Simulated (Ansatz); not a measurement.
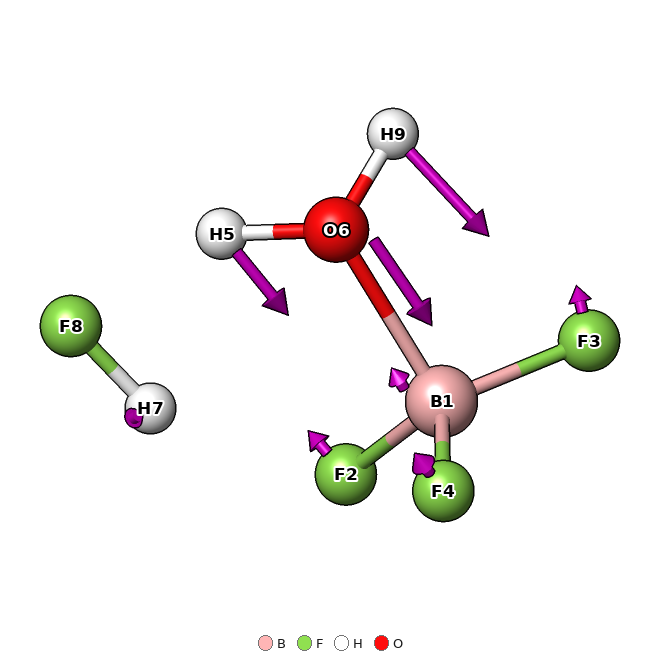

The arrows show one normal mode. Harmonic vibrations computed with RKS PBE0-D4/def2-TZVP (Ansatz 0.2.0) at a stationary point of the same level.

**Describe the motion.**

Mostly B–O stretching.

**At what wavenumber does it lie?**

427 cm⁻¹; it is mode 7 of 21 counted from the lowest.
